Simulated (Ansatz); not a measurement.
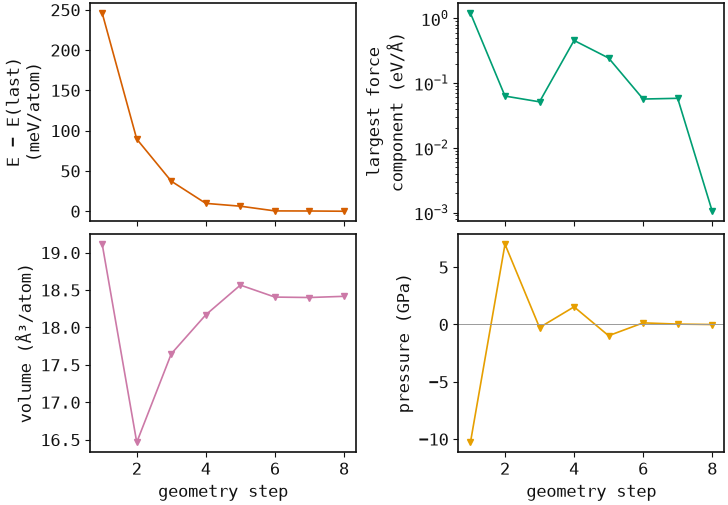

(Drawn from a calculation with Ansatz.)

History of a geometry optimisation. Atoms and cell relax. A closing SCF on a freshly chosen basis isn't drawn.

```
crystal:
  lattice:
    - [6.0364108303, 0.0, 0.0]
    - [-3.0182054152, 5.2276851268, 0.0]
    - [0.0, 0.0, 4.8451510632]
  atoms:
    - { symbol: As, position: [0.833, 0.666, 0.25] }
    - { symbol: As, position: [0.167, 0.833, 0.75] }
    - { symbol: As, position: [0.334, 0.167, 0.25] }
    - { symbol: As, position: [0.167, 0.334, 0.75] }
    - { symbol: As, position: [0.833, 0.167, 0.25] }
    - { symbol: As, position: [0.666, 0.833, 0.75] }
    - { symbol: Ru, position: [0.3333333333, 0.6666666667, 0.25] }
    - { symbol: Ru, position: [0.6666666667, 0.3333333333, 0.75] }
basis:
  ecutwfc: 420
kpoints:
  mp_grid: { grid: [3, 3, 4] }
hamiltonian:
  xc: pbe
scf:
  occupations: { method: gaussian, width: 0.1 }
  lower_state_search: "off"
output:
  forces: true
  stress: true
  eigenvalues: true
relax:
  adjacent_minimum: "off"
  f_tol: 0.04
  max_steps: 70
  cell: { stress_tol: 0.4 }
```

Q: How did the optimisation end?

A: The optimisation met its thresholds at geometry 8, counting the start as the first. The energy fell by about 250 meV/atom from the first step to the last. The largest force component goes from about 1.2 eV/Å at the start to 10⁻³ eV/Å at the end.

Q: What happens to the cell?

A: The volume shrinks from 19.1 to 18.4 Å³ per atom (−4 %), overshooting to 16.5 at step 2, as the pressure goes from −10.5 GPa to about 0 GPa. The start was expanded.

Q: By which step was nine tenths of the energy gained?

A: By step 4 of 8.
